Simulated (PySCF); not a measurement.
# CH7BN2O (SMILES NB(N)CO) at 6 levels

Wanted: a comparison of 6 runs (HF/STO-3G, HF/3-21G, HF/def2-SVP, B3LYP/6-31G*, SVWN5/6-31G**, CCSD/6-31+G*) of CH7BN2O. The job is set up through a Python script.

The calculation is run with PySCF 2.14.0.

### 1 The system as given

CH7BN2O has 12 atoms, charge 0, and is taken as a singlet. SMILES: `NB(N)CO`. The shape is that of a PBE0-D4/def2-TZVP optimisation. This is one conformer, not always the lowest.

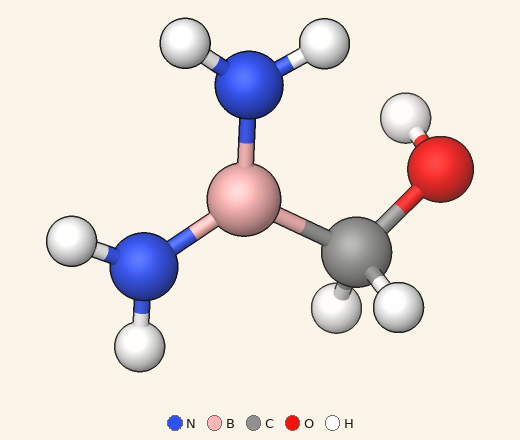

Viewed from a chosen angle; nitrogen blue, boron pink, carbon grey, oxygen red, hydrogen white.

### 2 Energy and forces at HF/STO-3G (run 1)

job.py

```python
# NB(N)CO
import pyscf.grad
from pyscf import gto, scf

mol = gto.Mole()
mol.atom = '''
N     -1.682990     1.781445     1.438271
B     -0.034582    -0.200122     0.765528
N      0.486982    -2.258223     2.384645
C      1.257991    -0.069731    -1.945473
O      0.100911     1.680911    -3.641313
H     -2.556044     1.953032     3.113702
H     -1.837570     3.303241     0.312561
H     -0.156469    -2.406377     4.163823
H      1.596630    -3.704052     1.861758
H      3.212345     0.580524    -1.732501
H      1.392917    -1.951520    -2.822684
H     -1.634235     1.186559    -3.834254
'''
mol.max_memory = 1860
mol.charge = 0
mol.verbose = 3
mol.basis = 'sto-3g'
mol.unit = 'bohr'
mol.build()

mf = scf.RHF(mol)
mf.conv_tol = 1e-10
mf.kernel()
if not mf.converged:
    mf = mf.newton().run(mf.mo_coeff, mf.mo_occ)

e_tot = mf.e_tot
print(f'total energy: {e_tot:.8f} hartree')
grad = mf.Gradients().kernel()
dip = mf.dip_moment()
pop, q = mf.mulliken_pop()
```

Launch:

```console
$ OMP_NUM_THREADS=1 python job.py
```

What it wrote:

```text
converged SCF energy = -247.247049231469
total energy: -247.24704923 hartree
--------------- RHF gradients ---------------
         x                y                z
0 N    -0.0159167381     0.0207591394     0.0084994068
1 B     0.0065208839     0.0029246275    -0.0169253899
2 N     0.0066014446    -0.0215619974     0.0161010672
3 C    -0.0045836392     0.0115136032     0.0035391892
4 O    -0.0365026476    -0.0282172803     0.0087202857
5 H     0.0057458661    -0.0022400561    -0.0116374668
6 H     0.0032910437    -0.0105099383     0.0050713349
7 H     0.0049366396     0.0015601282    -0.0116982724
8 H    -0.0080249820     0.0100397400     0.0023437286
9 H     0.0013257258     0.0003868347    -0.0002767946
10 H     0.0008786150    -0.0024132963    -0.0027177109
11 H     0.0357277882     0.0177584953    -0.0010193777
----------------------------------------------
Dipole moment(X, Y, Z, Debye): -0.95363, -1.01742,  1.85435
 ** Mulliken pop  **
pop of  0 N 1s            1.99463
pop of  0 N 2s            1.46669
pop of  0 N 2px           1.56360
pop of  0 N 2py           1.29038
pop of  0 N 2pz           1.20406
pop of  1 B 1s            1.99051
pop of  1 B 2s            0.77191
pop of  1 B 2px           0.51579
pop of  1 B 2py           0.56192
pop of  1 B 2pz           0.66952
pop of  2 N 1s            1.99462
pop of  2 N 2s            1.46356
pop of  2 N 2px           1.54878
pop of  2 N 2py           1.31529
pop of  2 N 2pz           1.19535
pop of  3 C 1s            1.99220
pop of  3 C 2s            1.19671
pop of  3 C 2px           1.00057
pop of  3 C 2py           0.91299
pop of  3 C 2pz           1.00846
pop of  4 O 1s            1.99766
pop of  4 O 2s            1.82420
pop of  4 O 2px           1.19886
pop of  4 O 2py           1.61324
pop of  4 O 2pz           1.68155
pop of  5 H 1s            0.82601
pop of  6 H 1s            0.81420
pop of  7 H 1s            0.82623
pop of  8 H 1s            0.82212
pop of  9 H 1s            0.94754
pop of  10 H 1s           0.96725
pop of  11 H 1s           0.82358
 ** Mulliken atomic charges  **
charge of    0N =     -0.51936
charge of    1B =      0.49035
charge of    2N =     -0.51761
charge of    3C =     -0.11093
charge of    4O =     -0.31552
charge of    5H =      0.17399
charge of    6H =      0.18580
charge of    7H =      0.17377
charge of    8H =      0.17788
charge of    9H =      0.05246
charge of   10H =      0.03275
charge of   11H =      0.17642
```

It took 1.4 s on 1 thread of Arm Neoverse V2, shared host; peak memory 0.12 GiB.

### 3 Energy and forces at HF/3-21G (run 2)

run.py

```python
from pyscf import gto

mol = gto.M(
    atom='''
N   -0.890600   0.942700   0.761100
B   -0.018300  -0.105900   0.405100
N    0.257700  -1.195000   1.261900
C    0.665700  -0.036900  -1.029500
O    0.053400   0.889500  -1.926900
H   -1.352600   1.033500   1.647700
H   -0.972400   1.748000   0.165400
H   -0.082800  -1.273400   2.203400
H    0.844900  -1.960100   0.985200
H    1.699900   0.307200  -0.916800
H    0.737100  -1.032700  -1.493700
H   -0.864800   0.627900  -2.029000
''',
    basis='3-21g',
    max_memory=1860,
    charge=0,
    verbose=3,
)

mf = mol.RHF()
mf.conv_tol = 1e-10
mf.kernel()
if not mf.converged:
    mf = mf.newton().run(mf.mo_coeff, mf.mo_occ)

e_tot = mf.e_tot
print('Final energy', e_tot)
grad = mf.nuc_grad_method().kernel()
dip = mf.dip_moment()
pop, q = mf.mulliken_pop()
```

Launch:

```console
$ OMP_NUM_THREADS=1 python run.py
```

What it wrote:

```text
converged SCF energy = -249.091405711417
Final energy -249.0914057114166
[... 8 lines left out ...]
Dipole moment(X, Y, Z, Debye): -1.11362, -1.46988,  2.37213
[... 72 lines left out ...]
charge of   11H =      0.36743
```

Wall time 1.6 s (1 thread of Arm Neoverse V2, shared host); peak memory 0.13 GiB.

Run 3 isn't shown in full; the table further down has it.

### 4 Energy and gradient at B3LYP/6-31G(d) (spherical functions) (run 4)

run.py

```python
# NB(N)CO
from pyscf import gto, dft

molecule = gto.M(
    atom='''
N     -0.890600     0.942700     0.761100
B     -0.018300    -0.105900     0.405100
N      0.257700    -1.195000     1.261900
C      0.665700    -0.036900    -1.029500
O      0.053400     0.889500    -1.926900
H     -1.352600     1.033500     1.647700
H     -0.972400     1.748000     0.165400
H     -0.082800    -1.273400     2.203400
H      0.844900    -1.960100     0.985200
H      1.699900     0.307200    -0.916800
H      0.737100    -1.032700    -1.493700
H     -0.864800     0.627900    -2.029000
''',
    max_memory=1860,
    verbose=4,
    basis='6-31g*',
)

mf = dft.RKS(molecule)
mf.xc = 'b3lyp'
mf.conv_tol = 1e-10
mf.grids.level = 5
mf.kernel()
if not mf.converged:
    mf = mf.newton().run(mf.mo_coeff, mf.mo_occ)

e_final = mf.e_tot
print(f'total energy: {e_final:.8f} hartree')
grad = mf.nuc_grad_method().kernel()
dip = mf.dip_moment()
pop, q = mf.mulliken_pop()
```

Launch:

```console
$ OMP_NUM_THREADS=1 python run.py
```

What it wrote:

```text
PySCF version 2.14.0

[... 82 lines left out ...]
converged SCF energy = -251.959877532354
total energy: -251.95987753 hartree
[... 12 lines left out ...]
Dipole moment(X, Y, Z, Debye): -1.09562, -1.15689,  2.03959
[... 97 lines left out ...]
charge of   11H =      0.39155
```

Run time: 32 s. Hardware: 1 thread of Arm Neoverse V2, shared host; peak memory 0.86 GiB.

Run 5 isn't shown in full; the table further down has it.

### 5 A single-point energy at CCSD/6-31+G(d) (spherical functions) (run 6)

start.xyz

```xyz
12

N     -0.890600     0.942700     0.761100
B     -0.018300    -0.105900     0.405100
N      0.257700    -1.195000     1.261900
C      0.665700    -0.036900    -1.029500
O      0.053400     0.889500    -1.926900
H     -1.352600     1.033500     1.647700
H     -0.972400     1.748000     0.165400
H     -0.082800    -1.273400     2.203400
H      0.844900    -1.960100     0.985200
H      1.699900     0.307200    -0.916800
H      0.737100    -1.032700    -1.493700
H     -0.864800     0.627900    -2.029000
```

input.py

```python
from pyscf import gto, scf, cc

mol = gto.M(
    atom='start.xyz',
    max_memory=1860,
    basis='6-31+g*',
    charge=0,
    spin=0,
    verbose=4,
)

myscf = scf.RHF(mol)
myscf.conv_tol = 1e-10
myscf.kernel()
if not myscf.converged:
    myscf = myscf.newton().run(myscf.mo_coeff, myscf.mo_occ)

mycc = cc.CCSD(myscf, frozen=5)
mycc.kernel()
e_tot = mycc.e_tot
print('Final energy', e_tot)
myscf.analyze()
```

Launch:

```console
$ OMP_NUM_THREADS=1 python input.py
```

What it wrote:

```text
PySCF version 2.14.0

[... 81 lines left out ...]
Init t2, MP2 energy = -251.18489433298  E_corr(MP2) -0.716663775053368
[... 28 lines left out ...]
MO #6   energy= -1.34842708468829  occ= 2
[... 13 lines left out ...]
MO #20  energy= -0.382871290662762 occ= 2
[... 13 lines left out ...]
MO #34  energy= 0.250995622308549  occ= 0
[... 13 lines left out ...]
MO #48  energy= 0.508762565764831  occ= 0
[... 13 lines left out ...]
MO #62  energy= 1.19313386264944   occ= 0
[... 13 lines left out ...]
MO #76  energy= 1.57506158995746   occ= 0
[... 13 lines left out ...]
MO #90  energy= 2.38669850632464   occ= 0
[... 13 lines left out ...]
MO #104 energy= 3.33309463541266   occ= 0
[... 119 lines left out ...]
Dipole moment(X, Y, Z, Debye): -1.01484, -1.41754,  2.11356
```

Wall time 45 s (1 thread of Arm Neoverse V2, shared host); peak memory 0.81 GiB.

### 6 The series

| run | level | integration grid | task | energy (Eh) | dipole moment (D) of the reference | HOMO energy (eV) | LUMO energy (eV) | wall time |
| --- | --- | --- | --- | --- | --- | --- | --- | --- |
| 1 | HF/STO-3G | – | gradient | -247.247049 | 2.32 | -8.28 | 10.53 | 1.4 s |
| 2 | HF/3-21G | – | gradient | -249.091406 | 3.00 | -10.05 | 6.67 | 1.6 s |
| 3 | HF/def2-SVP | – | gradient | -250.285269 | 2.73 | -10.31 | 4.66 | 7.8 s |
| 4 | B3LYP/6-31G* (spherical functions) | 5 | gradient | -251.959878 | 2.59 | -6.21 | 2.04 | 32 s |
| 5 | SVWN5/6-31G** (spherical functions) | 5 | gradient | -249.864493 | 2.56 | -5.14 | 1.11 | 30 s |
| 6 | CCSD/6-31+G* (spherical functions) | – | energy | -251.227610 | 2.74 | -10.42 | 1.39 | 45 s |

### 7 Summary of results

```
                                          quantity          value
                               run 6: total energy  -251.22761 Eh
       run 6: dipole moment (Hartree–Fock density)         2.74 D
        run 6: HOMO energy (Hartree–Fock orbitals)      -10.42 eV
        run 6: LUMO energy (Hartree–Fock orbitals)        1.39 eV
      run 6: HOMO–LUMO gap (Hartree–Fock orbitals)       11.81 eV
run 6: correlation energy (5 core orbitals frozen)     -759.4 mEh
                              run 6: T1 diagnostic          0.012
```

In words: Over runs 1, 2, 3, 4, 5 the dipole moment (its size) runs from 2.32 D (HF/STO-3G) to 3.00 D (HF/3-21G). Over runs 1, 2, 3, 4, 5 the HOMO–LUMO gap runs from 6.25 eV (SVWN5/6-31G**) to 18.81 eV (HF/STO-3G). The two ends differ in method and basis. Totals of different functionals can't be ranked against each other. In run 1 the basis is minimal, so the values are rough. All runs together took 2 min, the longest 45 s.
